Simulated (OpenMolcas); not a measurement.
# Predicting a hybrid from its neighbours: GeSiH4F

GeSiH4F: 7 atoms, total charge 0, spin state doublet. As SMILES, `F[SiH][GeH3]`. Geometry: relaxed at PBE0-D4/def2-TZVP.

The electronic atomisation energy y, in eV, basis def2-SVPD; a is the functional's share of exact exchange. Programs: OpenMolcas 26.06.

```
functional     program     a  y (eV)
     UTPSS  OpenMolcas     0   20.60
  U-r2SCAN  OpenMolcas     0   20.32
    UB3LYP  OpenMolcas   0.2   19.90
     UPBE0  OpenMolcas  0.25       ?
    UBHLYP  OpenMolcas   0.5   19.56
```

Q: Fit y = c + s·a to the known rows and predict UPBE0.

A: 
1. Means of the 4 rows: a = 0.1750, y = 20.095.
2. Σ(Δa)² = 0.1675, Σ(Δa·Δy) = -0.3065, so the slope is -0.3065/0.1675 = -1.8299.
3. Intercept: 20.095 − (-1.8299) × 0.1750 = 20.415. The largest residual of the fit is 0.19.
4. UPBE0: 20.415 + (-1.8299) × 0.25 = 19.96 eV.

The run gave 19.84 eV, so the prediction is off by +0.12 eV, within the largest residual. The rows mix families of semi-local functionals, which the line can't see.

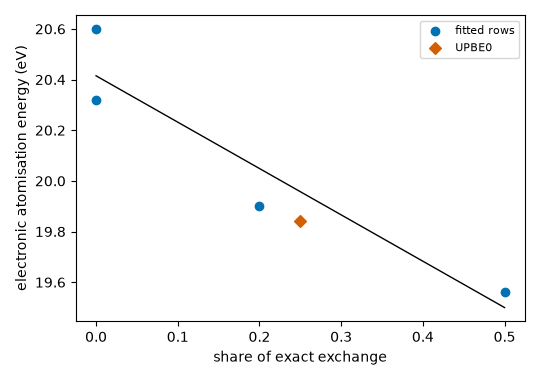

The fitted line, with the withheld row.
